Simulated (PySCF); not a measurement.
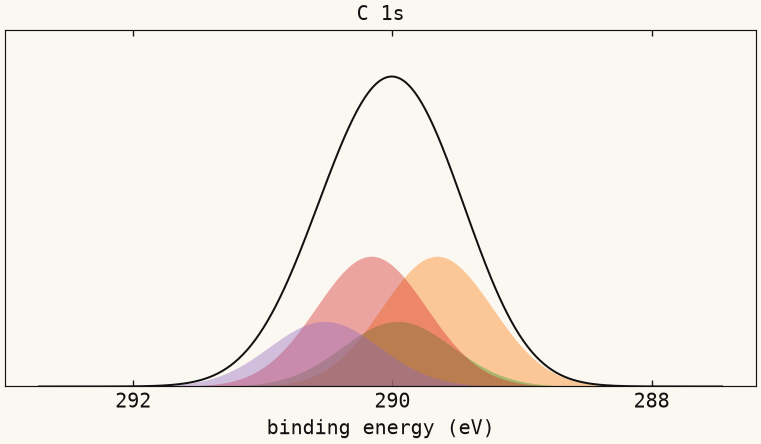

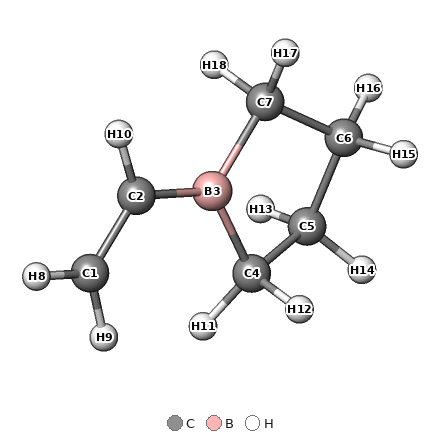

Simulated XPS of C₆H₁₁B, SMILES C=CB1CCCC1. Vertical core-electron binding energies by ΔSCF (SCAN, pcX-2 on the ionised atom, pcseg-1 elsewhere, spin-free X2C; PySCF, at a PBE0-D3(BJ)/def2-SVP geometry (no frequency check)), gas phase, against the vacuum level. One atom of each kind was ionised; within a panel, areas follow the number of like atoms, Gaussians of 1.0 eV full width. Only the regions named are shown. Lines closer than the width merge in the curve. The order of lines from different atoms under 0.3 eV apart is within the error of the method.

### Which atoms give which peak?

```csv
level,atoms,binding energy (eV)
C 1s,C1,290.5
C 1s,"C5, C6",290.2
C 1s,C2,290.0
C 1s,"C4, C7",289.7
```

### How large is the chemical shift across the C 1s region?

0.9 eV, from C4, C7 at 289.7 eV to C1 at 290.5 eV.

Note: one conformer of a flexible molecule.
